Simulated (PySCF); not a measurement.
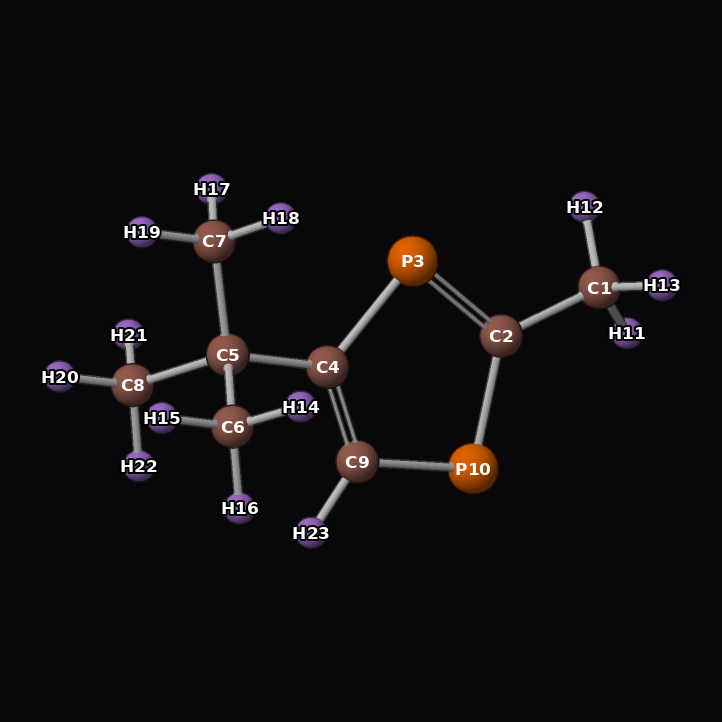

The questions are on ESP-fitted charges. The species has charge −1 and is a spin singlet. Computed geometry: GFN2-xTB optimisation. No frequency run is at hand to confirm it as a minimum. Properties computed with PBE0/pcSseg-1, gas phase (PySCF 2.14.0).

Which atom carries the highest charge (most positive or least negative)?

C5 (1.04 e).

And the lowest?

C7 (−0.62 e).

Give the ESP-fitted charges atom by atom.

| atom | value (e) |
| --- | --- |
| C1 | −0.57 |
| C2 | 0.43 |
| P3 | −0.55 |
| C4 | −0.37 |
| C5 | 1.04 |
| C6 | −0.55 |
| C7 | −0.62 |
| C8 | −0.53 |
| C9 | −0.09 |
| P10 | −0.56 |
| H11 | 0.12 |
| H12 | 0.13 |
| H13 | 0.13 |
| H14 | 0.11 |
| H15 | 0.07 |
| H16 | 0.08 |
| H17 | 0.14 |
| H18 | 0.14 |
| H19 | 0.08 |
| H20 | 0.07 |
| H21 | 0.10 |
| H22 | 0.07 |
| H23 | 0.12 |

The geometry is semi-empirical. Around P such bond lengths and angles can be off by a tenth of an ångström or more and by several degrees, and values that hang on the shape move with them.
